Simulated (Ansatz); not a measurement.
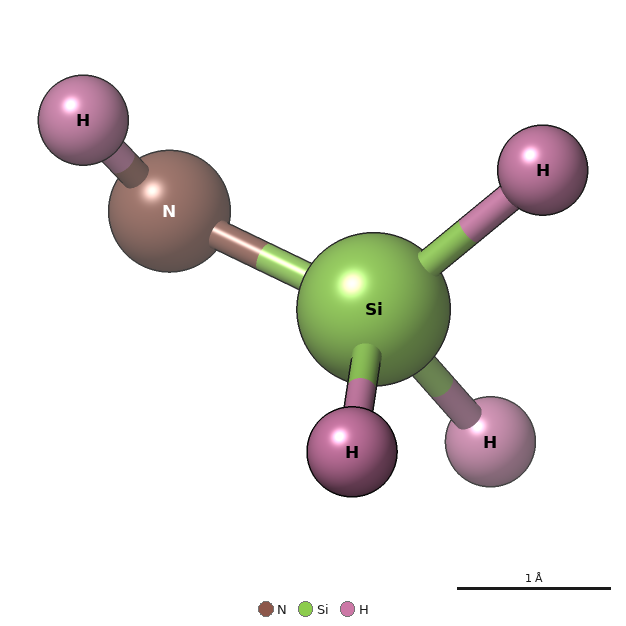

Depth is shown by fading: the farther an atom, the more it takes the colour of the background. Charge −1, singlet. The computed structure is the end point of a PBE0-D4/def2-TZVPD optimisation. No frequency run is at hand to confirm it as a minimum. Masses are those of the most abundant isotopes; constants are for the rigid equilibrium geometry.

What kind of rotor is it, and what are its rotational constants in MHz?

Answer. An asymmetric top (Cs): A = 79665, B = 14247, C = 13909 MHz. Ray's parameter κ is −0.99, close to the prolate limit.
